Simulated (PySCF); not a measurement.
# C5H15GeN (SMILES CC(C)C[N](C)[GeH3]): what the fields show

```xyz
22

C    -1.4437    1.0280   -0.4163
C    -1.1108    0.2157    0.8278
C    -2.3691   -0.2334    1.5601
C    -0.2383   -0.9923    0.4919
N     1.0299   -0.6636   -0.1220
C     1.6680   -1.8026   -0.7373
Ge    2.1334    0.5482    0.7311
H    -2.0677    0.4353   -1.1062
H    -0.5322    1.3148   -0.9599
H    -2.0014    1.9423   -0.1612
H    -0.5419    0.8650    1.5219
H    -2.1282   -0.7821    2.4840
H    -2.9763   -0.8989    0.9238
H    -2.9987    0.6271    1.8334
H    -0.8020   -1.6321   -0.2158
H    -0.1084   -1.6080    1.4118
H     1.0097   -2.2332   -1.5137
H     1.9099   -2.6236   -0.0275
H     2.6049   -1.5058   -1.2325
H     2.3455    0.1918    2.2258
H     1.5355    1.9631    0.6426
H     3.4759    0.4918   -0.0169
```

Geometry: PBE0-D3(BJ)/def2-SVP.

Computed with PySCF 2.14.0, PBE0/def2-SVPD, SCF density, gas phase.

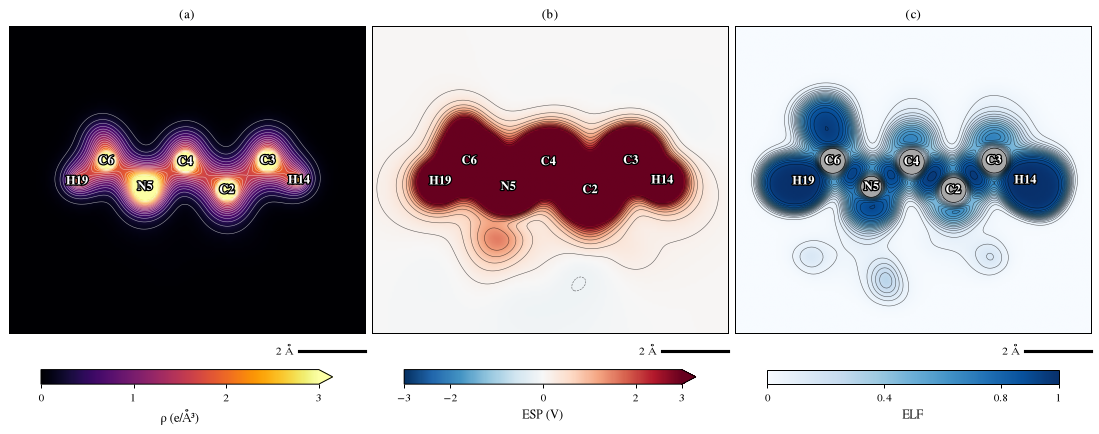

Figure 1. (a) total electron density; (b) molecular electrostatic potential; (c) ELF on the plane of atoms C2, C3 and H14. Grey discs cover the atomic cores in the ELF map.

> Describe what can be read from this map.

- The plane passes through C, N and H nuclei.
- C–N (1.44 Å): the density is about 1.9 e/Å³ at the midpoint; the ELF peaks at about 0.95 between the atoms, as expected for a covalent bond.
- C–C (1.52 Å): ρ at the midpoint is about 1.7 e/Å³; the ELF peaks at about 0.95 between the atoms, as expected for localised, covalent bonding.
- C–H (1.10 Å): ρ is about 1.9 e/Å³ halfway; the ELF climbs to about 1 towards the hydrogen, as it does in any bond to H; an ordinary covalent bond to hydrogen.
- The potential has no marked negative region in this plane.

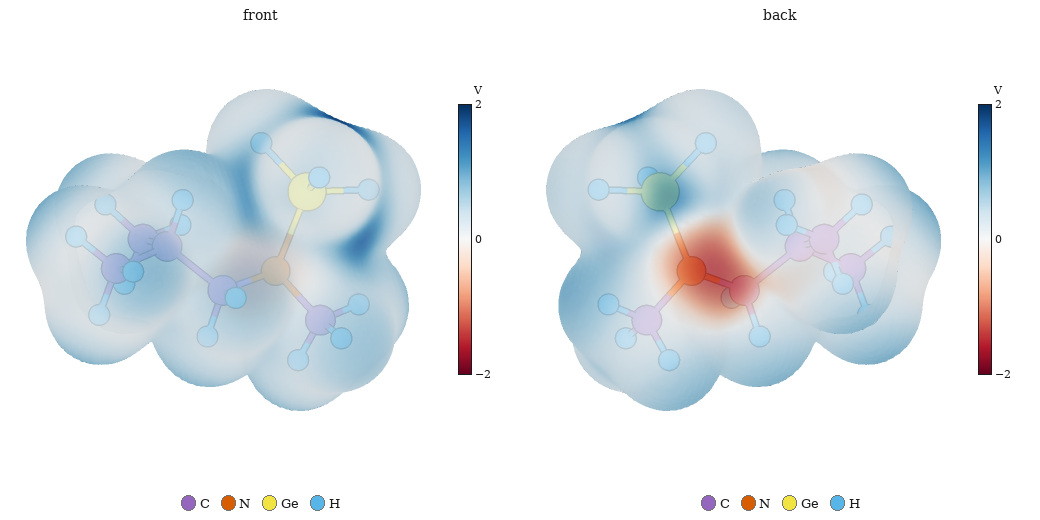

Figure 2. The electrostatic potential painted on the density surface at 0.004 e/bohr³, seen from the front and from behind; red is negative and blue positive.

> Describe the electrostatic potential map.

The most negative region (about −1.3 V, or −30 kcal/mol for a unit charge) lies over N5, the most positive (about +1.7 V, or +39 kcal/mol for a unit charge) over Ge7. N5 is the likeliest acceptor of a hydrogen bond.

> How polar is the molecule by this calculation?

Its dipole moment is 0.40 D.
